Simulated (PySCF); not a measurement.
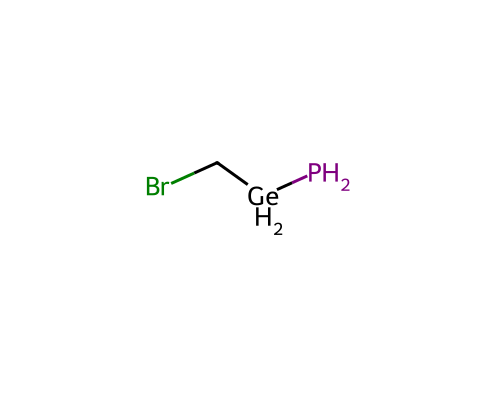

Structural formula above. Computed geometry: GFN2-xTB optimisation. No frequency run is at hand to confirm it as a minimum.

What does the molecule look like in three dimensions?

The molecule is CH6BrGeP. Its SMILES string is `[PH2][GeH2][CH2]Br`. Among its groups: C–Br bond. The point group is C1. Coordination: 1 P trigonal pyramidal; 1 Ge tetrahedral; 1 C tetrahedral.

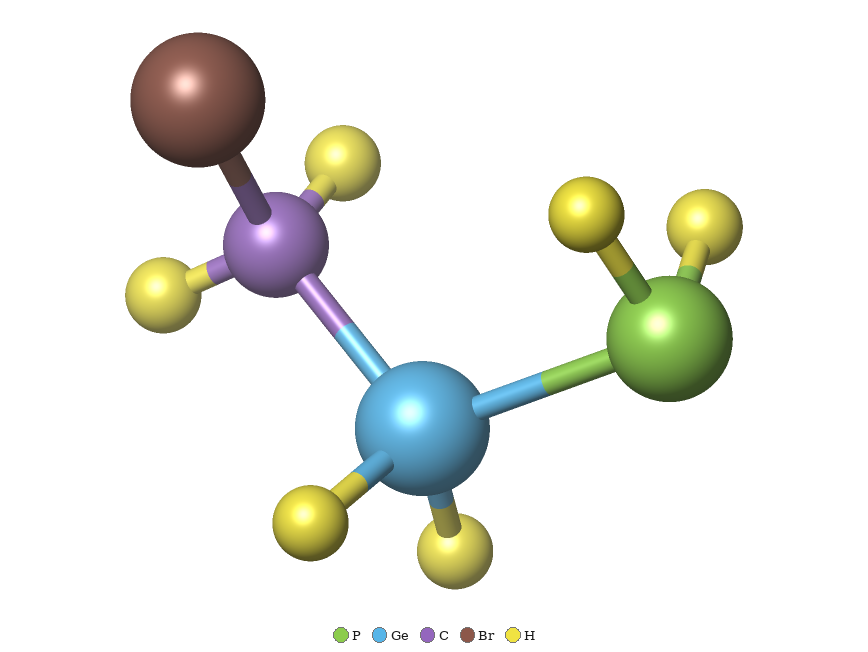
